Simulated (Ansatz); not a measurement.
# F3GeH3Si: what the fields show

Input file:

```
crystal:
  periodic: [false, false, false]
  atoms:
    - {symbol: F, position_ang: [1.396158, -1.075252, 1.607916]}
    - {symbol: Ge, position_ang: [0.455431, -0.988792, 0.171229]}
    - {symbol: F, position_ang: [-0.699058, -2.253687, 0.325275]}
    - {symbol: F, position_ang: [1.514445, -1.510650, -1.078835]}
    - {symbol: Si, position_ang: [-0.511669, 1.150784, -0.217367]}
    - {symbol: H, position_ang: [-1.385120, 1.447760, 0.940185]}
    - {symbol: H, position_ang: [0.604039, 2.117327, -0.326781]}
    - {symbol: H, position_ang: [-1.282327, 1.055310, -1.477521]}
basis:
  gaussian: {orbitals: def2-TZVPP}
hamiltonian: {xc: pbe0, dispersion: d4}
output: {orbitals: {seedname: orbitals}}
```

Command:

```sh
ansatz run in.yaml --threads 4 --pin off --events-out ev --progress --plain --max-ram 10444MiB
```

Geometry: PBE0-D4/def2-TZVP.

All numbers below come from Ansatz, RKS PBE0-D4/def2-TZVPP.

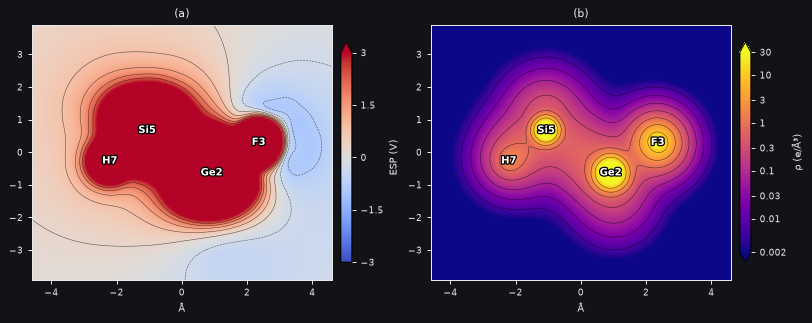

Figure 1. (a) electrostatic potential; (b) total electron density on the plane of atoms F3, Ge2 and Si5.

**Read the bonding off the picture.**

The plane passes through Ge, F, Si and H nuclei. Ge–F (1.72 Å): ρ is about 1 e/Å³ halfway. Si–Ge (2.38 Å): ρ at the midpoint is about 0.62 e/Å³. Si–H (1.48 Å): the density is about 0.83 e/Å³ at the midpoint. Outside the dense part of the molecule the potential is most negative (−1.0 V) near F3.

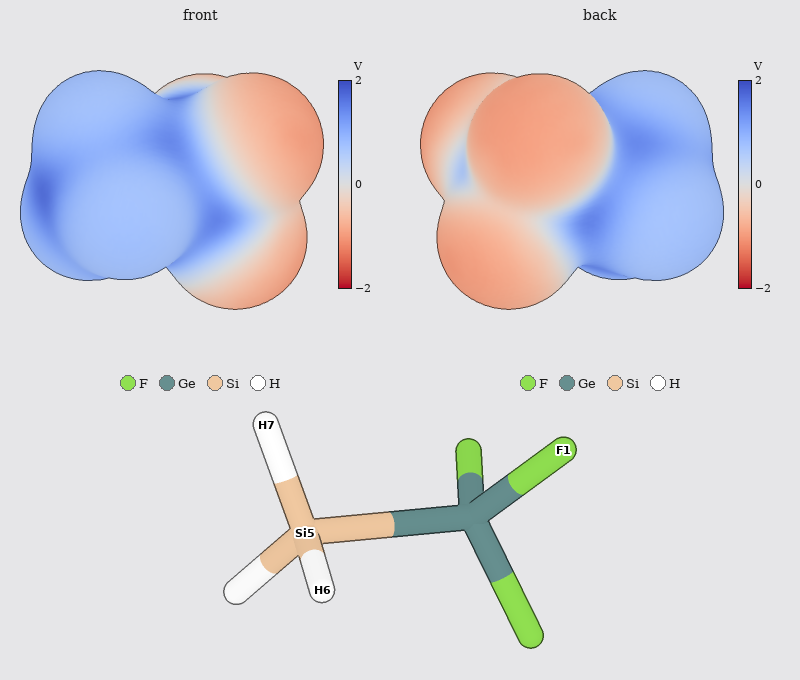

Figure 2. The electrostatic potential painted on the density surface at 0.001 e/bohr³, seen from the front and from behind; red is negative and blue positive. The bare structure is drawn below in the same view.

**Which sites attract a positive test charge, and which a negative one?**

A positive charge is drawn to the negative regions and a negative charge to the positive ones. The most negative region (about −1.0 V, or −23 kcal/mol for a unit charge) lies over F1, F3 and F4, the most positive (about +1.6 V, or +37 kcal/mol for a unit charge) over Si5.

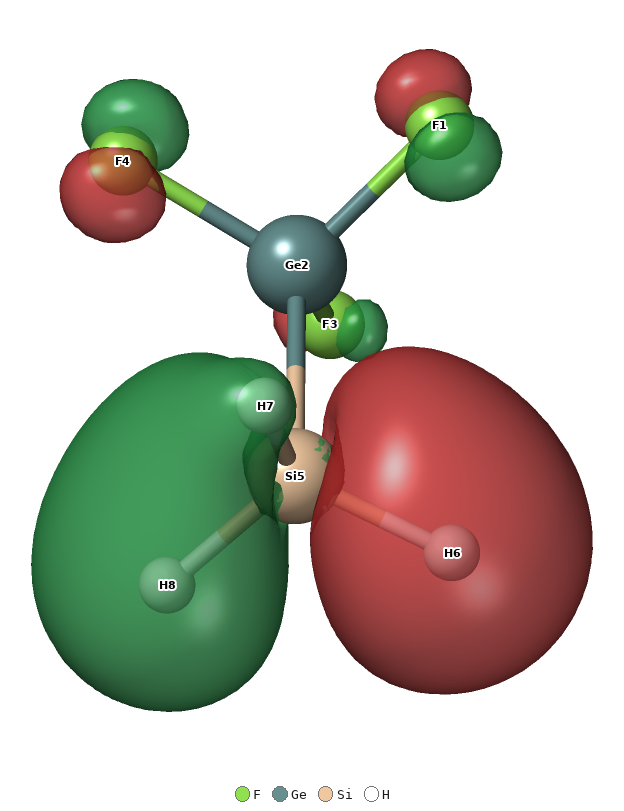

Figure 3. The HOMO−1 at ±0.08 Å⁻³ᐟ² (green and red are the two phases), seen at an oblique angle.

**Where does this orbital lie, and at what energy?**

Its weight (Hirshfeld) is mainly on Si5 (about 45 %), H6 (about 30 %) and H8 (about 20 %). It is one of a degenerate set, so its orientation is arbitrary. Its energy is −11.05 eV.
